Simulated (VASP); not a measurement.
Band structure of SnGe (relaxed from the litharge structure, space group P4/nmm). Method: PBEsol GGA, VASP's PBE PAW potentials (set 64) (plane waves; VASP).

Unless said otherwise, spin-orbit coupling is left out, though it shifts the bands of the heavy elements here.

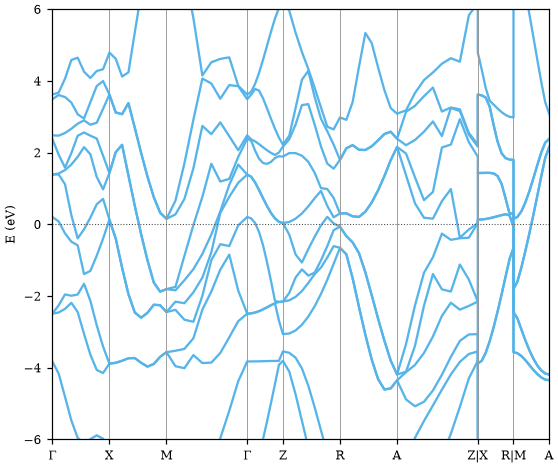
Figure. Bands along high-symmetry lines, zero at the valence-band maximum or, without a gap, the Fermi level

### Question
Read the plot: is there a gap, and where are the band edges?

### Answer
It has no gap at this level: it comes out as a metal or semimetal. (Edges off the drawn lines would not show.)

The structure was generated: SnGe was put into the litharge type (P4/nmm), which need not be its known phase. It was relaxed first, which changed the volume by -41 %.
